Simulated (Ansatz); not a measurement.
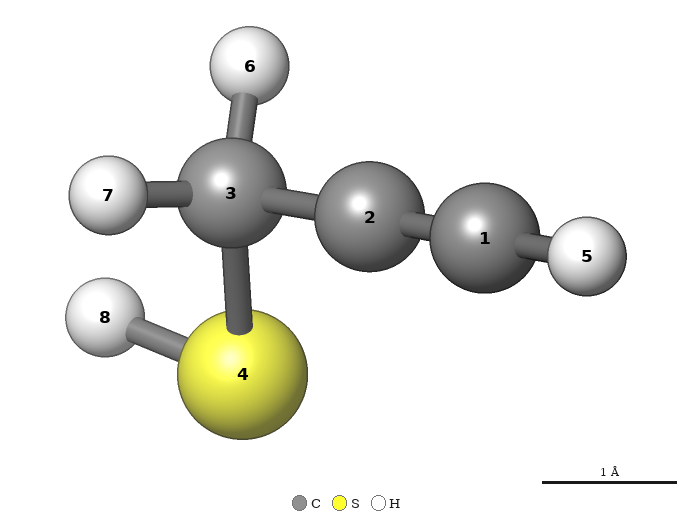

Simulated data, not a measurement (program: Ansatz).

Numbered structure. Geometry: moved along internal coordinates away from the minimum.

List the bonds and their lengths.

```csv
bond,length (Å),order
C1–C2,1.199,triple
C1–H5,1.064,single
C2–C3,1.446,single
C3–S4,1.827,single
C3–H6,1.092,single
C3–H7,1.092,single
S4–H8,1.343,single
```
